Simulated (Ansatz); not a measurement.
# Decaying states in the gap of TeWF4, part 3 of 3

Wanted: the relaxed cell of TeWF4, its band edges and its decay constants. It is built by putting Te for O in the WOF4 structure of space group I4, with the volume rescaled by atomic radii. The parent structure comes from the Materials Project.

Ansatz 0.2.0; PBEsol DFT, plane waves, PAW files (the session's first sound run).

So far, gap on the k-mesh (eV): step 3 (the bulk crystal and its band edges, PBEsol) 2.42; step 5 (PBEsol norm-conserving, cutoff 1142.88 eV) 2.43.

The structure was built from a prototype and need not be the compound's stable phase.

### 7. A repeat with changed settings: hamiltonian.hubbard and hamiltonian.dispersion = "d4"

This step: PBEsol DFT, plane waves, PAW files; complex bands by layer matching along the plane's normal; changed: hamiltonian.hubbard = {"sites": [{"species": "W", "l": "d", "u_eff": 3.0}], "double_counting": "fll"}, hamiltonian.dispersion = "d4" (Ansatz 0.2.0).

This run repeats an earlier one, its twin (the complex run, plane (110)), with three settings changed (hamiltonian.hubbard.sites, hamiltonian.hubbard.double_counting, hamiltonian.dispersion; files written aside). It is meant to test what a Hubbard term shifts and that a pairwise dispersion term, which adds to the energy and not to the potential, leaves the transmission of fixed atoms as it is. Where the input is shown as a difference, that is against the step before, not the twin.

Contents of input.yaml:

```yaml
crystal:
  lattice:
    - [5.861004983, 0.0, 0.0]
    - [3.538633948, 5.381261208, 0.0]
    - [1.769316974, 2.690630604, 4.897081152]
  atoms:
    - { symbol: W, position: [0.0, 0.9892911458, 0.0] }
    - { symbol: Te, position: [0.0, 0.6116931247, 0.0] }
    - { symbol: F, position: [0.258913609, 0.0644676085, 0.7421125438] }
    - { symbol: F, position: [0.7421125438, 0.3233812175, 0.741086391] }
    - { symbol: F, position: [0.2578874562, 0.8065801523, 0.258913609] }
    - { symbol: F, position: [0.741086391, 0.0654937613, 0.2578874562] }
kpoints:
  mp_grid: { grid: [6, 6, 6] }
scf:
  occupations: { method: fixed }
hamiltonian:
  xc: pbesol
  hubbard: { sites: [{ species: W, l: d, u_eff: 3.0 }], double_counting: fll }
  dispersion: d4
output:
  eigenvalues: true
  transmission:
    leads: [[0, 0]]
    kpoints: [[0.0, 0.0], [-0.5, 0.0], [0.1979, 0.3958]]
    e_range: [-1.0, 3.42]
    de: 0.07
```

Launch:

```bash
$ ansatz run input.yaml --threads 2 --pin off --max-ram 4096MiB --backend cpu --events-out ev --progress --plain --runs-dir out
```

Numbers of over 12 decimals in the logs are rounded to 6 here.

What it wrote:

```text
W: projections on atomic orbitals take those of the free atom [Kr 4d10 4f14] 5s2 5p6 5d4 6s2, of charge +0.00 (hamiltonian.pseudopotentials.projection_atoms); the dataset's partial waves leave at most 6.5e-5 of an orbital's norm unspanned inside its sphere
Te: projections on atomic orbitals take those of the free atom [Kr] 4d10 5s2 5p4, of charge +0.00 (hamiltonian.pseudopotentials.projection_atoms); the dataset's partial waves leave at most 7.8e-6 of an orbital's norm unspanned inside its sphere
F: projections on atomic orbitals take those of the free atom [He] 2s2 2p5, of charge +0.00 (hamiltonian.pseudopotentials.projection_atoms); the dataset's partial waves leave at most 1.6e-8 of an orbital's norm unspanned inside its sphere
[...]
Crystal: 6 atoms, lattice volume = 154.452 Å³
Basis set: ecut = 420 eV, 2991 PW (Γ)
Bands: 35, of which v1, the nominal top of the filled ones, is band 29 counted from 1 (28 counted from 0)
Symmetry: 4 space group operations
[...]
k-points: 36 of 216 (time reversal used)
[...]
SCF iter   1: F=—  HF=-20366.478303 eV  |F-HF|=—  |Δ(HF+E_count)|=         —  Δρ=1.14e-1  dr2=3.11e1  ethr=3.10e-3  ⟨swp⟩=5.0  Hψ=5187  notcnv=0  defer=124
[...]
SCF iter  10: F=-20357.330913 eV  HF=-20357.330913 eV  |F-HF|=1.42e-7  |Δ(HF+E_count)|=   1.83e-6  Δρ=6.87e-6  dr2=9.22e-8  ethr=1.72e-10  ⟨swp⟩=10.7  Hψ=6204  notcnv=0
SCF 1 converged in 10 iterations: F = -20357.330913 eV  dr2 = 9.22e-8
[...]
transmission: 8 of 24 steps passed
transmission: 16 of 24 steps passed
transmission: 24 of 24 steps passed
SCF converged after 10 iterations
Free energy (F): -20357.330913 eV
[...]
Internal energy: -20357.330913 eV  (E = F + TS)
E sigma→0 (E₀):  -20357.330913 eV
Fermi energy:    1.339072 eV
[...]
--- Band table (eV; the first three rows and the last of 36) ---
  k-point 0: bands = [... 25 lower, -1.6330, -0.2369, 1.2950, 1.2950, 4.1759, 4.1759, 4.2136, 4.2771, ... 2 higher]
  k-point 1: bands = [... 25 lower, -1.6466, -0.2466, 1.2438, 1.2755, 4.0636, 4.1939, 4.2529, 4.2866, ... 2 higher]
  k-point 2: bands = [... 25 lower, -1.6723, -0.2693, 1.1895, 1.2353, 3.9961, 4.1931, 4.2312, 4.3049, ... 2 higher]
  k-point 35: bands = [... 25 lower, -1.6622, -0.3321, 1.1809, 1.1809, 4.1368, 4.2299, 4.2299, 4.2982, ... 2 higher]
Occupation matrices written to <dir>
--- Transmission ---
  basis      : 275 plane waves across, 8 finite elements along
  points     : 3, as listed
[...]
crystal 0  : F4Te1W1, at the sites [0, 0], period 4.8971 Å: whole cells are its period
[...]
channels       : 0.000000e0 a spin
[...]
slowest decay  : 0.4890 /Å at (0.0000, 0.0000)
```

Run time: 1.9 min. Hardware: 2 threads of Arm Neoverse V2, shared host; peak memory 1.1 GiB; 3.8 min of CPU time.

Numbers from this step:

```yaml
free_energy: -20357.3309 eV
fermi_energy: 1.339 eV
gap_on_the_k_mesh: 2.657 eV
level_to_which_the_leads_are_filled: 1.329 eV from the Fermi level
decay_constant_at_the_filling_level_zone_centre: 0.4890 Å⁻¹
decay_constant_at_the_filling_level_slowest_listed_point: 0.489 Å⁻¹
```

K parallel (0, 0); values up to 1.5 1/Å, a degenerate pair printed once or twice; energies at which all values exceed this have no row. Im kz of the slowest decaying states against energy, zero at the highest filled level on the SCF mesh:

```csv
energy (eV),decay 1 (Å⁻¹),decay 2 (Å⁻¹),decay 3 (Å⁻¹),decay 4 (Å⁻¹)
-1.000,0.475,0.700,0.892,0.907
-0.510,0.404,0.583,0.896,0.962
-0.020,0.125,0.220,0.372,0.887
0.470,0.390,0.505,0.799,0.837
1.030,0.465,0.568,0.844,0.861
1.520,0.507,0.650,0.703,0.836
2.010,0.565,0.585,0.790,0.951
2.500,0.333,0.684,0.696,0.811
2.990,0.238,0.310,0.356,0.742
```

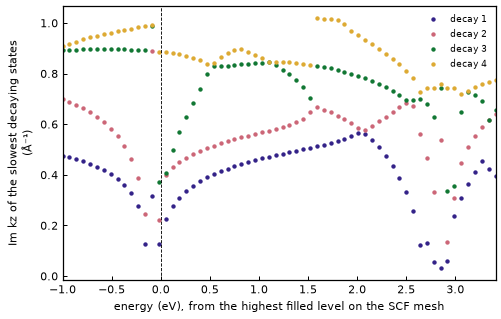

Im kz of the slowest decaying states, plotted against energy.

K parallel (-0.5, 0); values up to 1.5 1/Å, a degenerate pair printed once or twice; energies at which all values exceed this have no row. Im kz of the slowest decaying states against energy, zero at the highest filled level on the SCF mesh:

```csv
energy (eV),decay 1 (Å⁻¹),decay 2 (Å⁻¹),decay 3 (Å⁻¹),decay 4 (Å⁻¹)
-1.000,0.469,0.798,0.800,0.876
-0.510,0.389,0.720,0.722,0.950
-0.020,0.260,0.328,0.626,0.992
0.470,0.424,0.472,0.780,1.05
1.030,0.487,0.528,0.841,1.02
1.520,0.526,0.551,0.849,0.908
2.010,0.563,0.627,0.644,0.958
2.500,0.347,0.441,0.593,0.818
2.990,0.107,0.234,0.499,0.965
```

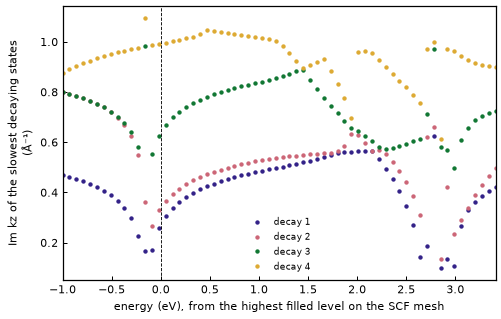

Im kz of the slowest decaying states, plotted against energy.

K parallel (0.1979, 0.3958); values up to 1.5 1/Å, a degenerate pair printed once or twice; energies at which all values exceed this have no row. Table of Im kz of the slowest decaying states by energy, zero at the highest filled level on the SCF mesh:

```csv
energy (eV),decay 1 (Å⁻¹),decay 2 (Å⁻¹),decay 3 (Å⁻¹),decay 4 (Å⁻¹)
-1.000,0.498,0.769,0.931,0.939
-0.510,0.432,0.672,0.901,0.975
-0.020,0.239,0.820,0.972,0.997
0.470,0.410,0.472,0.781,0.947
1.030,0.488,0.542,0.843,0.889
1.520,0.527,0.603,0.767,0.853
2.010,0.574,0.596,0.833,1.01
2.500,0.361,0.680,0.776,0.920
2.990,0.228,0.542,0.760,0.846
```

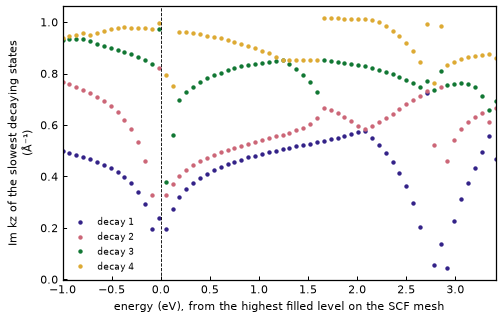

Im kz of the slowest decaying states against energy.

The least decay constant is 0.489 Å⁻¹ against 0.480 Å⁻¹ in the twin: a change of +2 %.

### 8. Results

```json
{
 "band gap": "2.42 eV",
 "least decay constant at mid-gap, normal to (110)": "0.480 Å⁻¹"
}
```

What this shows: With PBEsol, the slowest decay at the wavevectors tried is κ = 0.480 Å⁻¹, normal to (110). Through such a film the transmission near mid-gap falls as exp(−2κd), a factor of ten every 2.4 Å. A free electron under a barrier of half the gap would need a mass of 0.73 mₑ to decay at this rate. The compound is made up by substitution; its stability against other phases and against distortions of the cell's symmetry was not tested. A semilocal functional narrows gaps, while spin-orbit coupling, left out here, narrows them in compounds of heavy elements, so the error in κ can go either way.

[Logs are printed without paths, hosts, clocks, repeated set-up lines and the standing remarks that a program may print on its own settings, such as how far it seeks lower states.]

[Hosts, paths, dates, database ids (printed as entryN), source tags and the programs' standing remarks are cut or masked in the printed files.]
